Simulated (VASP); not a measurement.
Band structure of EuS (rock salt). Level of theory: RPBE GGA, VASP's PBE PAW potentials (set 64) (plane waves; VASP).

The 4f electrons are frozen in the core of the lanthanide potential, so 4f levels, which can set the real gap, and their magnetism are missing.

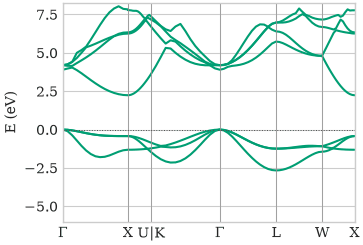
Figure: Bands along high-symmetry lines, zero at the valence-band maximum or, without a gap, the Fermi level

Problem. Read the plot: is there a gap, and where are the band edges?

Solution. The gap is indirect, 2.24 eV, from the valence maximum at Γ to the conduction minimum at X. (Edges off the drawn lines would not show.)

The compound is EuS in the rock salt structure. It was relaxed first.
